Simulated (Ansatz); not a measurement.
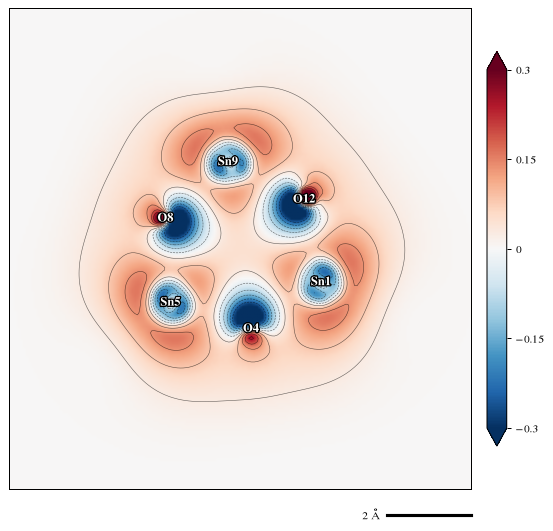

Figure 1: Cl₆O₃Sn₃ (cyclo-(Cl2SnO)3). The LUMO on the plane of atoms O4, Sn5 and O8 (values in Å⁻³ᐟ²; the overall sign is arbitrary).

Geometry: PBE-D4/def2-SVP; core potentials replace the inner electrons of Sn.

Method: Ansatz, RKS PBE0-D4/def2-TZVP.

```tsv
atom	x (Å)	y (Å)	z (Å)
Sn	-0.6102	-0.6149	-1.8767
Cl	-2.0669	-2.4040	-2.2533
Cl	0.0426	0.3588	-3.8986
O	-1.5561	0.7573	-0.7896
Sn	-1.0856	1.4313	1.0225
Cl	-0.7353	3.7383	0.8895
Cl	-2.8473	0.9462	2.4805
O	0.5711	0.5782	1.7203
Sn	1.7016	-0.8090	0.8501
Cl	1.7057	-2.7211	2.1949
Cl	3.8670	0.0378	0.6120
O	1.0133	-1.2989	-0.9515
```

> Where does this orbital lie, and at what energy?

Its weight (Hirshfeld) is mainly on Sn1 (about 15 %), Sn5 (about 15 %), Sn9 (about 15 %), Cl2 (about 5 %), Cl7 (about 5 %) and Cl10 (about 5 %). Its energy is −4.23 eV.
